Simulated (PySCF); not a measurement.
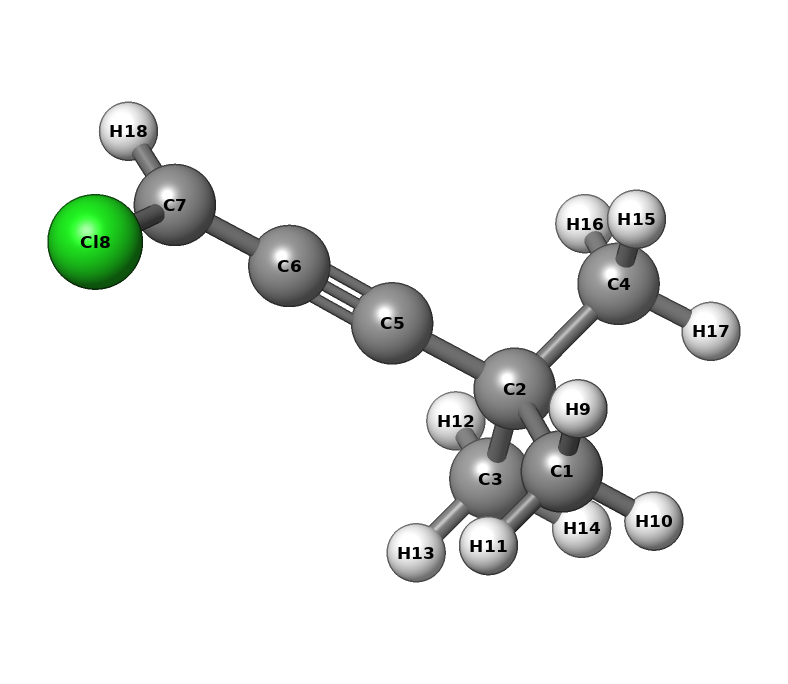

The species is neutral and a spin doublet. Computed geometry: GFN2-xTB optimisation. No frequency run is at hand to confirm it as a minimum. Method: UKS B3LYP, pcH-1 on C Cl H, non-relativistic (PySCF 2.14.0).

Give the isotropic hyperfine couplings (Fermi-contact term alone) of C1, C2, C3, C4, C5, C6, C7, Cl8, H9, H10, H11, H12, H13, H14, H15, H16, H17, H18.

```
atom  isotope  a_iso (MHz)
  C1      13C          3.2
  C2      13C        −15.0
  C3      13C         29.6
  C4      13C         21.9
  C5      13C         42.5
  C6      13C        −62.8
  C7      13C         73.3
 Cl8     35Cl          3.9
  H9       1H         −0.6
 H10       1H         −0.1
 H11       1H         −0.6
 H12       1H         −1.0
 H13       1H         −1.1
 H14       1H         10.7
 H15       1H         −1.0
 H16       1H         −0.9
 H17       1H          7.6
 H18       1H        −53.4
```
